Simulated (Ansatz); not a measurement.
# Response to strain in hypothetical zinc blende HgO

The parent structure is HgO in the zinc blende structure (space group F-43m, No. 216; a = 5.196 Å; a hypothetical phase, not in the database extracts checked).

Strains are applied to the cell and any free atomic positions relax.

The values are results of DFT with PBEsol, PAW potentials and a 420 eV plane-wave cutoff in Ansatz (a program for electronic structure), without spin-orbit coupling, not measurements.

Notes on the quantities. energy relative to the base: free energy F.

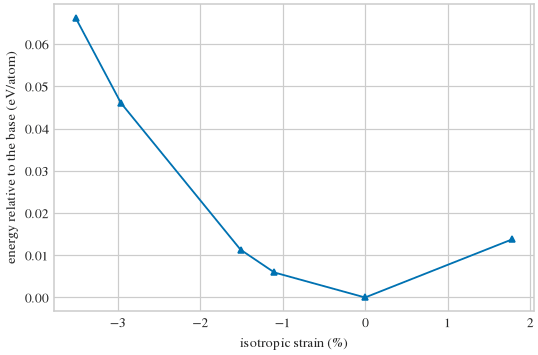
Fig. 1. Energy relative to the base against isotropic strain

```json
[
 {"isotropic strain (%)": "-3.51", "energy relative to the base": "+66 meV/atom"},
 {"isotropic strain (%)": "-2.96", "energy relative to the base": "+46 meV/atom"},
 {"isotropic strain (%)": "-1.51", "energy relative to the base": "+11 meV/atom"},
 {"isotropic strain (%)": "-1.1", "energy relative to the base": "+5.9 meV/atom"},
 {"isotropic strain (%)": "1.78", "energy relative to the base": "+14 meV/atom"}
]
```

No phonon test of stability was made. The final runs are not spin-polarised.
